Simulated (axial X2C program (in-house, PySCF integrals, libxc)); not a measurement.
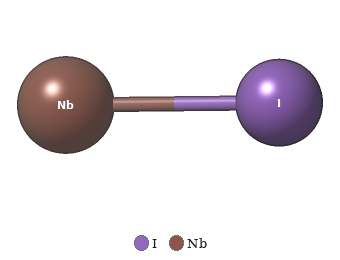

The molecule at the reference distance of 2.838 Å.

**Run report: INb⁻, relativistic diatomic calculation**

System: INb⁻, single determinant with Ω = 5/2.
Method: PBE0, two-component X2C with atomic mean-field Coulomb and Gaunt terms, I dyall-acv3z, Nb dyall-acv3z (cores contracted) (axial X2C program (in-house, PySCF integrals, libxc)).

Input file:
```
{"zs": [53, 41], "q": -1, "bas": ["dyall-acv3z", "dyall-acv3z"], "levels": ["PBE0", "HF", "BP86"], "cc": true, "r0": 2.8, "thr": -1.0, "nmax": 90, "npts": 10, "nst": 2, "ntry": 6}
```

The line is the task of a batch: nuclear charges, charge, bases, the levels to run, a first guess of the distance and further settings. This report covers PBE0 with spin-orbit coupling. The log is that of the reference distance 2.838 Å.

The run was one of a batch that the task file lists, launched with:
```bash
python <driver script> task.json out
```

Log:
```
two-component X2C + atomic mean field  PBE0
basis functions 303  fitting functions 1444  grid points 5805
iter        total energy     max residual
   1     -10926.509299258     6.98e+00
   2     -10930.071410052     2.64e-02
   3     -10929.849936191     9.84e-02
   4     -10930.092780274     1.63e-02
   5     -10930.105115929     1.29e-03
   6     -10930.105241653     2.51e-03
   7     -10930.105433481     5.75e-04
   8     -10930.105453028     1.76e-04
   9     -10930.105457970     8.55e-05
  10     -10930.105460399     3.55e-05
  11     -10930.105460892     1.62e-05
  12     -10930.105460941     4.92e-06
  13     -10930.105460945     1.53e-06
  14     -10930.105460945     4.02e-07
converged
one-electron -15841.50784950  Coulomb 4814.92898989  exact exchange -74.54407604  xc functional -228.09190134  nuclear repulsion 405.18043669  atomic mean-field constant -6.07106064
```

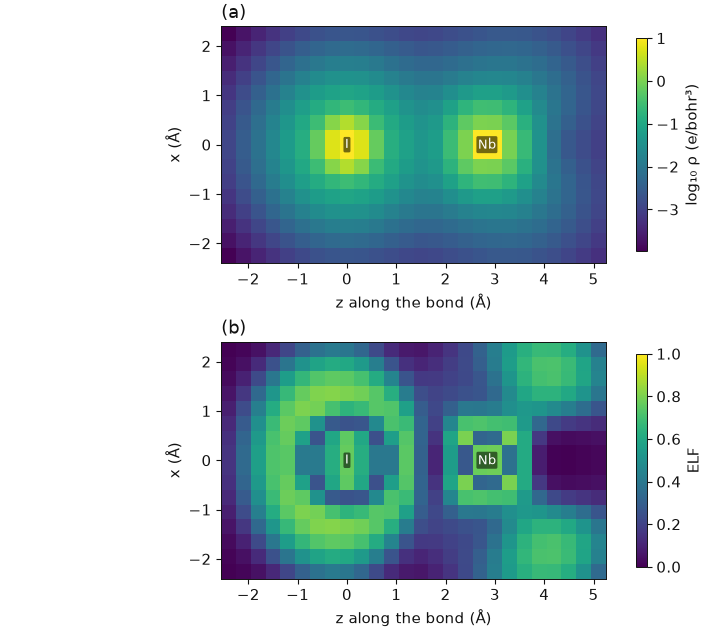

(a) electron density on a logarithmic scale; (b) electron localisation function, in a plane that holds the axis, at 2.84 Å, on points 0.3 Å apart (one half computed, the other mirrored); the structure near the nuclei is finer than these points.

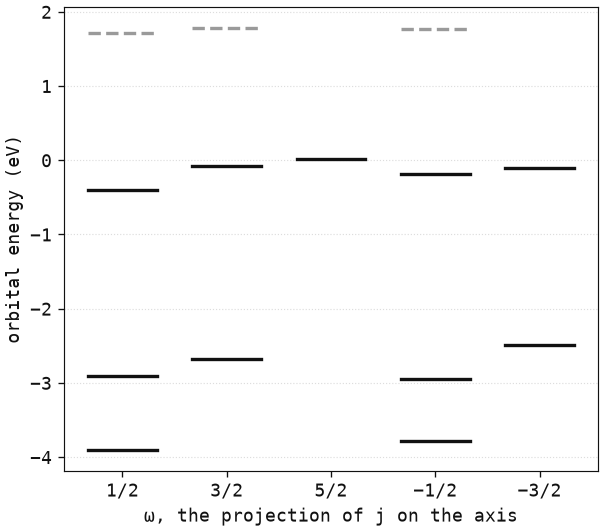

Orbital energies near the frontier at 2.84 Å, filled (solid) and empty (dashed). The highest filled spinor (5/2; 99 % Nb d) lies at 0.02 eV, the lowest empty one (1/2; 86 % Nb p, 11 % Nb s) at 1.72 eV. A filled level above zero is held only by the finite basis .

Outcome:

- outcome: not converged in a step after the SCF shown
- hardware: 1 thread of AMD EPYC (Zen 3), 128 GiB of memory available, shared host
- wall time: 12 s

What went wrong:

The SCF whose log is shown converged, but a later step did not. The run therefore gave no full result.
